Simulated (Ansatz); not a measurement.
# PBE/cc-pVDZ run of C2H7BN2 (SMILES NB1CNC1)

Aim: the vertical ionisation energy of C2H7BN2 at PBE/cc-pVDZ, from 2 runs. 

The calculation is run with Ansatz 0.2.0.

41 further runs of the same task are left out: 41 set aside as unsound or not needed.

## 1. Starting point

C2H7BN2: 12 atoms, total charge 0, spin state singlet. SMILES: `NB1CNC1`. The shape is that of a PBE0-D4/def2-TZVP optimisation.

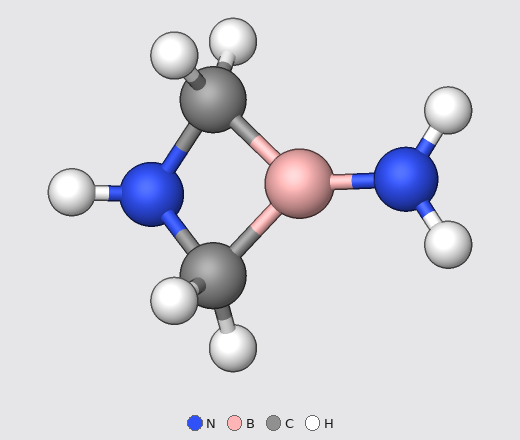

The structure, seen from a chosen angle (nitrogen blue, boron pink, carbon grey, hydrogen white).

## 2. A single-point energy at PBE/cc-pVDZ

Input file input.yaml:

```yaml
crystal:
  periodic: [false, false, false]
  atoms:
    - {symbol: "N", position_ang: [-1.464900, 1.286500, -0.088100]}
    - {symbol: B, position_ang: [-0.424100, 0.376900, -0.024600]}
    - {symbol: C, position_ang: [0.545200, -0.167100, 1.106800]}
    - {symbol: "N", position_ang: [0.858000, -1.271200, 0.168600]}
    - {symbol: C, position_ang: [0.268200, -0.633400, -1.032300]}
    - {symbol: H, position_ang: [-1.775900, 1.821700, 0.704600]}
    - {symbol: H, position_ang: [-1.987700, 1.465400, -0.928400]}
    - {symbol: H, position_ang: [0.154600, -0.499400, 2.073800]}
    - {symbol: H, position_ang: [1.388700, 0.513900, 1.298000]}
    - {symbol: H, position_ang: [1.840400, -1.500700, 0.091400]}
    - {symbol: H, position_ang: [1.002300, -0.136300, -1.684700]}
    - {symbol: H, position_ang: [-0.328000, -1.311400, -1.651200]}
basis:
  gaussian:
    orbitals: cc-pVDZ
hamiltonian:
  xc: {name: PBE}
accuracy: high
output:
  orbitals: {seedname: orbitals}
```

Launch:

```console
$ ansatz run input.yaml --threads 1 --pin off --max-ram 2610MiB --events-out events.jsonl --progress --plain --runs-dir runs
```

Output:

```text
Warning: RAYON_NUM_THREADS=1 ignored (pool sized by the plan → 1); use --threads N
Functional definition: PBE
  name "PBE"
  parameter kappa = 0.804
  parameter beta = 0.06672455060314922
  exchange = pbe_x(kappa = kappa, mu = beta*pi^2/3)
  correlation = pbe_c(beta = beta)
2576 factors; integrals over basis functions are off by at most 3.1e-9 eV
mean field evaluation 1: about -5822.7607 eV, gradient 7.9e1 eV
mean field evaluation 2: about -5797.1260 eV, gradient 1.3e2 eV
mean field evaluation 4: about -5836.8260 eV, gradient 1.0e1 eV
mean field evaluation 8: about -5837.0279 eV, gradient 2.3e-1 eV
mean field evaluation 16: about -5837.0280 eV, gradient 4.4e-6 eV
mean field -5837.02797509 eV, -214.5068216049 hartree, gradient 1.8e-8 eV, S^2 0.000000; 0 other end points of the search recorded, 0 dependent functions left out
reference -5837.02797881 eV, -214.5068217416 hartree; 19, 19 occupied and 86, 86 virtual orbitals, 2576 factors
Total energy: -5837.02797881 eV, -214.5068217416 hartree
```

Run time: 6.6 s. Hardware: 1 thread of Intel Xeon Platinum 8488C (Sapphire Rapids), shared host; peak memory 0.34 GiB.

## 3. The doublet cation at the same level

Input file job.yaml:

```yaml
crystal:
  periodic: [false, false, false]
  atoms:
    - {symbol: N, position_ang: [-1.464900, 1.286500, -0.088100]}
    - {symbol: B, position_ang: [-0.424100, 0.376900, -0.024600]}
    - {symbol: C, position_ang: [0.545200, -0.167100, 1.106800]}
    - {symbol: N, position_ang: [0.858000, -1.271200, 0.168600]}
    - {symbol: C, position_ang: [0.268200, -0.633400, -1.032300]}
    - {symbol: H, position_ang: [-1.775900, 1.821700, 0.704600]}
    - {symbol: H, position_ang: [-1.987700, 1.465400, -0.928400]}
    - {symbol: H, position_ang: [0.154600, -0.499400, 2.073800]}
    - {symbol: H, position_ang: [1.388700, 0.513900, 1.298000]}
    - {symbol: H, position_ang: [1.840400, -1.500700, 0.091400]}
    - {symbol: H, position_ang: [1.002300, -0.136300, -1.684700]}
    - {symbol: H, position_ang: [-0.328000, -1.311400, -1.651200]}
basis:
  gaussian: {orbitals: cc-pVDZ}
total_charge: 1
magnetization: {spin_polarized: true, initial_magnetization: 1}
hamiltonian: {xc: {name: PBE}}
accuracy: high
output: {orbitals: {seedname: orbitals}}
```

Launch:

```console
$ ansatz run job.yaml --threads 1 --pin off --max-ram 2610MiB --events-out events.jsonl --progress --plain --runs-dir runs
```

Output (excerpt; [...] marks lines left out):

```text
Warning: RAYON_NUM_THREADS=1 ignored (pool sized by the plan → 1); use --threads N
[... 6 set-up lines as earlier in the session ...]
2576 factors; integrals over basis functions are off by at most 3.1e-9 eV
mean field evaluation 1: about -5810.1428 eV, gradient 6.5e1 eV
mean field evaluation 2: about -5777.4385 eV, gradient 9.5e1 eV
mean field evaluation 4: about -5828.8695 eV, gradient 6.3e0 eV
mean field evaluation 8: about -5829.1002 eV, gradient 1.5e-1 eV
mean field evaluation 16: about -5829.0899 eV, gradient 1.0e-4 eV
mean field evaluation 32: about -5827.3727 eV, gradient 9.9e-1 eV
mean field -5829.08991581 eV, -214.2151033070 hartree, gradient 6.1e-8 eV, S^2 0.752490; 2 other end points of the search recorded, 0 dependent functions left out
reference -5829.08991939 eV, -214.2151034383 hartree; 19, 18 occupied and 86, 87 virtual orbitals, 2576 factors
Total energy: -5829.08991939 eV, -214.2151034383 hartree
```

Wall time 11 s (1 thread of Intel Xeon Platinum 8488C (Sapphire Rapids), shared host); peak memory 0.41 GiB.

## 4. What came out

Level: PBE/cc-pVDZ.

| quantity | value |
| --- | --- |
| singlet C2H7BN2: total energy | -214.50682 Eh |
| singlet C2H7BN2: HOMO energy | -4.27 eV |
| singlet C2H7BN2: LUMO energy | 0.05 eV |
| singlet C2H7BN2: HOMO–LUMO gap | 4.32 eV |
| doublet cation: total energy | -214.21510 Eh |
| doublet cation: HOMO energy (highest over α and β) | -12.21 eV |
| doublet cation: LUMO energy (lowest over α and β) | -11.36 eV |
| doublet cation: ⟨S²⟩ | 0.752 |
| vertical ionisation energy (to the doublet cation) | 7.938 eV |

In words: The vertical ionisation energy comes to 7.94 eV (183 kcal/mol). −ε(HOMO) before ionisation, 4.27 eV, is 3.67 eV below this ionisation energy.
